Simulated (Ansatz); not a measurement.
**C2H4O (oxirane): PBE-QIDH/def2-SVPD**

What is the vertical ionisation energy of C2H4O (oxirane) at PBE-QIDH/def2-SVPD? 

The results are computed with Ansatz 0.2.0.

51 further runs of the same task are left out: 51 set aside as unsound or not needed.

## (1) The system as given

The species is C2H4O (7 atoms), meant as a singlet with charge 0. As SMILES, `C1CO1`. The coordinates come from a PBE0-D4/def2-TZVP relaxation.

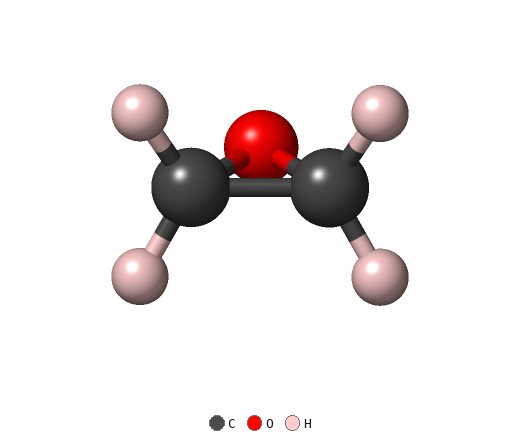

Viewed from a chosen angle; carbon dark grey, oxygen red, hydrogen pink.

## (2) A single-point energy at PBE-QIDH/def2-SVPD

Contents of molecule.yaml:

```yaml
crystal:
  periodic: [false, false, false]
  atoms:
    - {symbol: C, position_ang: [-0.604500, -0.272900, -0.303700]}
    - {symbol: C, position_ang: [0.650000, 0.164200, 0.297000]}
    - {symbol: O, position_ang: [-0.339900, 1.100600, -0.086300]}
    - {symbol: H, position_ang: [-0.619200, -0.584700, -1.344900]}
    - {symbol: H, position_ang: [-1.378400, -0.703100, 0.326900]}
    - {symbol: H, position_ang: [0.797000, 0.054800, 1.368500]}
    - {symbol: H, position_ang: [1.556200, 0.173200, -0.303300]}
basis:
  gaussian:
    orbitals: def2-SVPD
hamiltonian:
  xc: {name: PBE-QIDH}
correlation:
  frozen_orbitals: {C: 1, H: 0, O: 1}
accuracy: high
output: {orbitals: {seedname: orbitals}}
```

Command:

```sh
ansatz run molecule.yaml --threads 1 --pin off --max-ram 3480MiB --events-out events.jsonl --progress --plain --runs-dir runs
```

Standard output:

```text
Warning: RAYON_NUM_THREADS=1 ignored (pool sized by the plan → 1); use --threads N
Functional definition: PBE-QIDH
  name "PBE-QIDH"
  parameter a = 3^(-1/3)
  parameter c = 1/3
  exchange = (1 - a)*pbe_x + a*exact_x
  correlation = (1 - c)*pbe_c + c*(mp2_os + mp2_ss)
1927 factors; integrals over basis functions are off by at most 3.1e-9 eV
mean field evaluation 1: about -4169.0600 eV, gradient 2.7e1 eV
mean field evaluation 2: about -4169.0624 eV, gradient 2.7e1 eV
mean field evaluation 4: about -4170.6318 eV, gradient 3.6e0 eV
mean field evaluation 8: about -4170.6568 eV, gradient 2.1e-2 eV
mean field evaluation 16: about -4170.6568 eV, gradient 2.5e-6 eV
mean field -4170.65678520 eV, -153.2688098835 hartree, gradient 8.5e-8 eV, S^2 0.000000; 0 other end points of the search recorded, 0 dependent functions left out
3 core orbitals not correlated: weight in the atoms' cores, before any rotation towards them, 1.000 or more for the frozen orbitals, at most 0.000 for the correlated occupied ones
reference -4170.65678635 eV, -153.2688099257 hartree; 9, 9 occupied and 83, 83 virtual orbitals, 1927 factors
second order -14.76907854 eV of doubles, -0.00000000 eV of singles
Total energy: -4175.57981253 eV, -153.4497278009 hartree
```

Wall time 8.1 s (1 thread of Arm Neoverse V1, shared host); peak memory 0.25 GiB.

## (3) The doublet cation

Contents of input.yaml:

```yaml
crystal:
  periodic: [false, false, false]
  atoms:
    - {symbol: C, position_ang: [-0.604500, -0.272900, -0.303700]}
    - {symbol: C, position_ang: [0.650000, 0.164200, 0.297000]}
    - {symbol: O, position_ang: [-0.339900, 1.100600, -0.086300]}
    - {symbol: H, position_ang: [-0.619200, -0.584700, -1.344900]}
    - {symbol: H, position_ang: [-1.378400, -0.703100, 0.326900]}
    - {symbol: H, position_ang: [0.797000, 0.054800, 1.368500]}
    - {symbol: H, position_ang: [1.556200, 0.173200, -0.303300]}
basis:
  gaussian:
    orbitals: def2-SVPD
total_charge: 1
magnetization:
  spin_polarized: true
  initial_magnetization: 1
hamiltonian:
  xc: {name: PBE-QIDH}
correlation:
  frozen_orbitals: {C: 1, H: 0, O: 1}
accuracy: high
output:
  orbitals: {seedname: orbitals}
```

Command:

```sh
ansatz run input.yaml --threads 1 --pin off --max-ram 3480MiB --events-out events.jsonl --progress --plain --runs-dir runs
```

Standard output:

```text
Warning: RAYON_NUM_THREADS=1 ignored (pool sized by the plan → 1); use --threads N
Functional definition: PBE-QIDH
  name "PBE-QIDH"
  parameter a = 3^(-1/3)
  parameter c = 1/3
  exchange = (1 - a)*pbe_x + a*exact_x
  correlation = (1 - c)*pbe_c + c*(mp2_os + mp2_ss)
1927 factors; integrals over basis functions are off by at most 3.1e-9 eV
mean field evaluation 1: about -4156.7556 eV, gradient 2.5e1 eV
mean field evaluation 2: about -4156.7586 eV, gradient 2.5e1 eV
mean field evaluation 4: about -4160.2612 eV, gradient 3.6e0 eV
mean field evaluation 8: about -4160.4385 eV, gradient 1.3e-1 eV
mean field evaluation 16: about -4160.4388 eV, gradient 3.1e-4 eV
mean field -4160.43875791 eV, -152.8933043066 hartree, gradient 3.8e-8 eV, S^2 0.758371; 0 other end points of the search recorded, 0 dependent functions left out
3 core orbitals not correlated: weight in the atoms' cores, before any rotation towards them, 1.000 or more for the frozen orbitals, at most 0.000 for the correlated occupied ones
reference -4160.43875911 eV, -152.8933043508 hartree; 9, 8 occupied and 83, 84 virtual orbitals, 1927 factors
second order -13.07381226 eV of doubles, -0.00000000 eV of singles
Total energy: -4164.79669653 eV, -153.0534555971 hartree
```

It took 12 s on 1 thread of Arm Neoverse V1, shared host; peak memory 0.32 GiB.

## (4) Outcome

At PBE-QIDH/def2-SVPD, 3 core orbitals frozen:

| quantity | value |
| --- | --- |
| singlet C2H4O: total energy | -153.44973 Eh |
| singlet C2H4O: HOMO energy (SCF part's orbitals) | -10.81 eV |
| singlet C2H4O: LUMO energy (SCF part's orbitals) | 2.06 eV |
| singlet C2H4O: HOMO–LUMO gap (SCF part's orbitals) | 12.86 eV |
| doublet cation: total energy | -153.05346 Eh |
| doublet cation: HOMO energy (SCF part's orbitals) (highest over α and β) | -19.65 eV |
| doublet cation: LUMO energy (SCF part's orbitals) (lowest over α and β) | -9.69 eV |
| doublet cation: ⟨S²⟩ | 0.758 |
| vertical ionisation energy (to the doublet cation) | 10.783 eV |

Removing an electron at fixed nuclei costs 10.78 eV (249 kcal/mol). The negative HOMO energy of the first species, 10.81 eV, lies 0.02 eV above that difference.
